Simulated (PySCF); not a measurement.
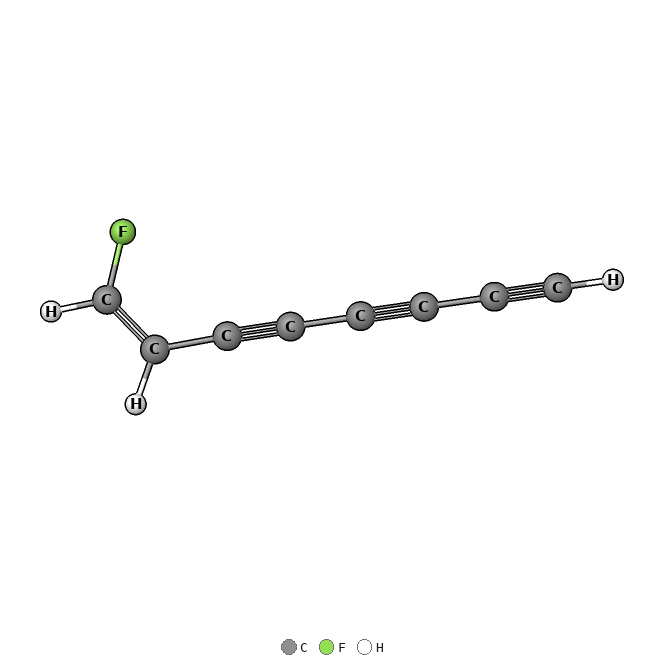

Ball-and-stick drawing of a structure. Double and triple bonds are drawn as two and three sticks.

The computed structure is the end point of a PBE0-D3(BJ)/def2-SVP optimisation. No frequency run is at hand to confirm it as a minimum.

Describe the molecule.

It has 12 atoms: 8 carbon, 3 hydrogen and 1 fluorine (C8H3F). Its SMILES string is `C#CC#CC#C/C=C\F`. It has no ring. Among its groups: alkene, alkyne, C–F bond. The point group is Cs. All atoms lie on one plane. Coordination: 6 C linear; 2 C trigonal planar.

The parts below concern this one geometry. Atoms keep their numbers from picture to picture.

**Shape**

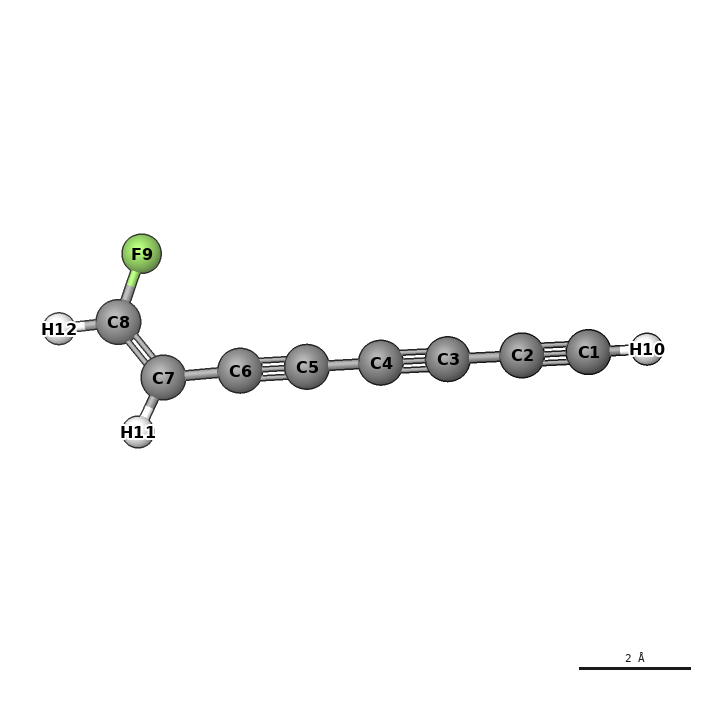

The atoms are numbered. No frequency run is at hand to confirm it as a minimum.

Give these bond angles: C2–C1–H10, C1–C2–C3, C2–C3–C4, C3–C4–C5, C4–C5–C6, C5–C6–C7, C6–C7–C8, C6–C7–H11, C8–C7–H11, C7–C8–F9, C7–C8–H12, F9–C8–H12.

```tsv
angle	degrees
C2–C1–H10	179.6
C1–C2–C3	179.8
C2–C3–C4	179.9
C3–C4–C5	179.8
C4–C5–C6	179.8
C5–C6–C7	178.2
C6–C7–C8	125.0
C6–C7–H11	118.4
C8–C7–H11	116.7
C7–C8–F9	122.9
C7–C8–H12	123.6
F9–C8–H12	113.5
```

**Dipole moment**

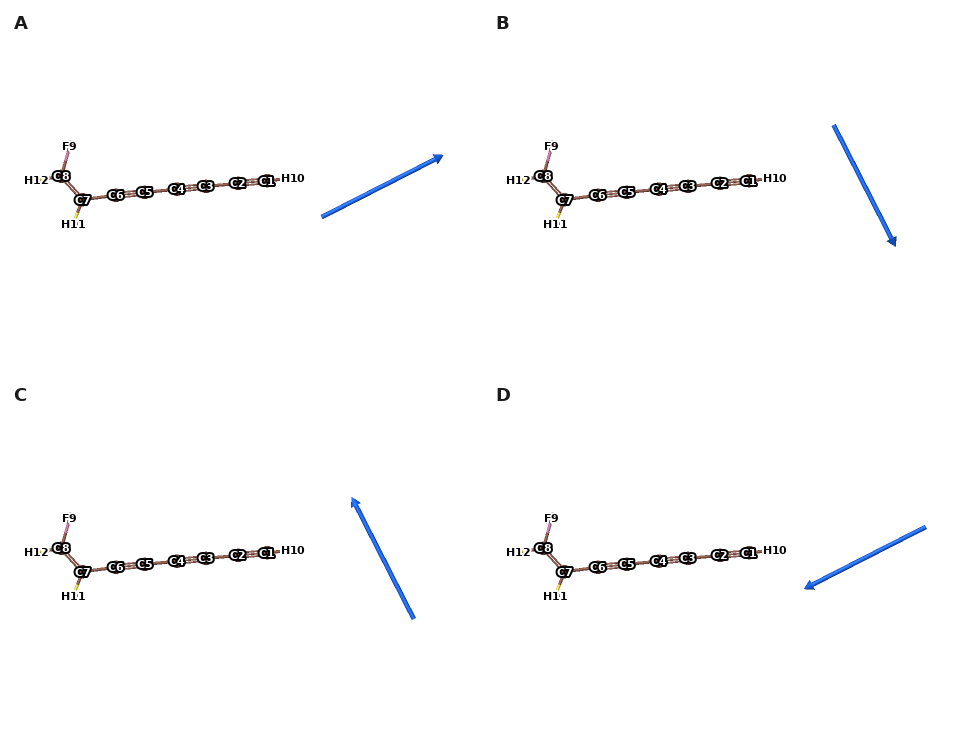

The same molecule four times, each with an arrow. No frequency run is at hand to confirm it as a minimum. Method: PBE0/pcSseg-1 in methanol (IEF-PCM) (PySCF 2.14.0).

Question: Which arrow points along the dipole moment, from the negative to the positive end?

Answer: D. The dipole moment is 2.52 D; it points from the side of H10 to the side of H12 (the outermost atoms at the two ends).

**Levels of theory compared**

No frequency run is at hand to confirm it as a minimum. Program: PySCF 2.14.0.

Tabulate HOMO–LUMO gap (eV), HOMO energy (eV) at these levels: PBE0/pcSseg-1 in cyclohexane (IEF-PCM); PBE0/pcSseg-1 in methanol (IEF-PCM); ωB97X-D/def2-SVPD; ωB97X-D/def2-SVPD in cyclohexane (IEF-PCM); ωB97X-D/def2-SVPD in methanol (IEF-PCM).

```csv
level,HOMO–LUMO gap (eV),HOMO energy (eV)
PBE0/pcSseg-1 in cyclohexane (IEF-PCM),4.57,−6.75
PBE0/pcSseg-1 in methanol (IEF-PCM),4.58,−6.81
ωB97X-D/def2-SVPD,7.78,−8.35
ωB97X-D/def2-SVPD in cyclohexane (IEF-PCM),7.79,−8.37
ωB97X-D/def2-SVPD in methanol (IEF-PCM),7.81,−8.43
```

**Excitation**

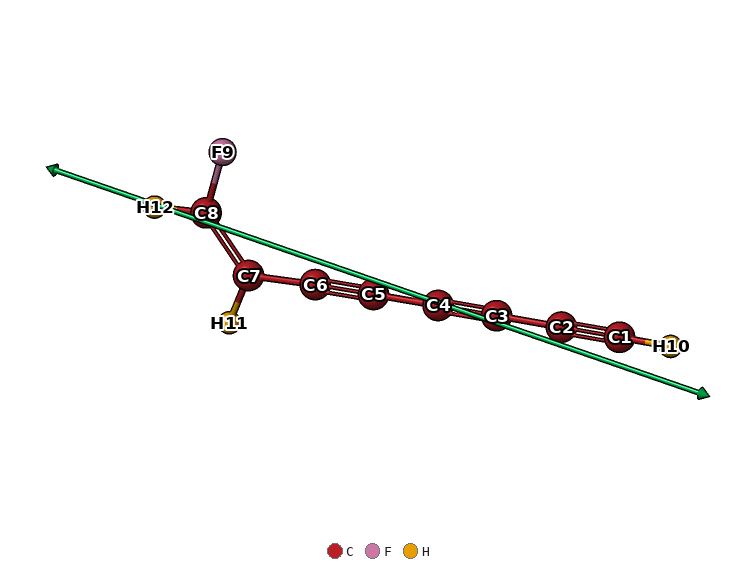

The double arrow shows the direction of the transition dipole to excited singlet state 4 (its length means nothing). No frequency run is at hand to confirm it as a minimum. Properties computed with TDDFT ωB97X-D/def2-SVPD, vertical, IEF-PCM methanol (non-equilibrium linear response), core orbitals frozen in the response (PySCF 2.14.0).

Question: How is the transition polarised?

Answer: In the molecular plane, nearly parallel to the C2–C3 bond.

Question: Give its energy, strength and character.

Answer: 5.29 eV (234 nm), oscillator strength 1.73, of mixed character, with the largest part HOMO−1 → LUMO+1 (weight 0.32); transition dipole 9.30 D.
